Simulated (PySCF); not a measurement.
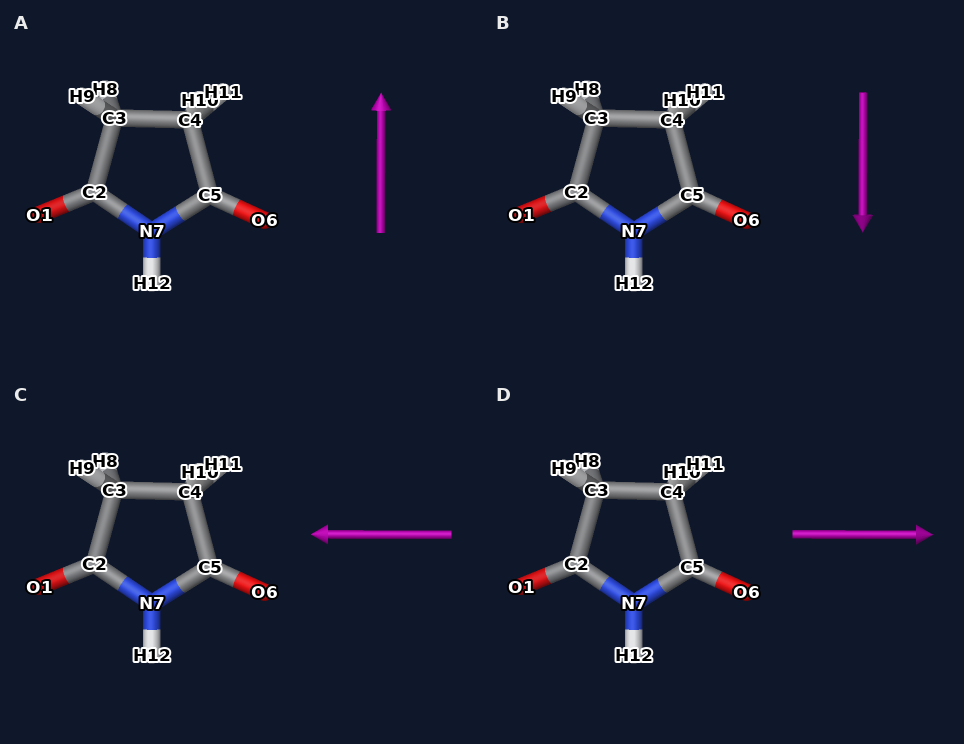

The same molecule four times, each with an arrow. Computed geometry: GFN2-xTB optimisation. No frequency run is at hand to confirm it as a minimum. Method: CAM-B3LYP/def2-SVPD, gas phase (PySCF 2.14.0).

### Which arrow points along the dipole moment, from the negative to the positive end?

A. The dipole moment is 2.22 D; it points from the side of H12 to the side of H8, H9, H10, H11 (the outermost atoms at the two ends).
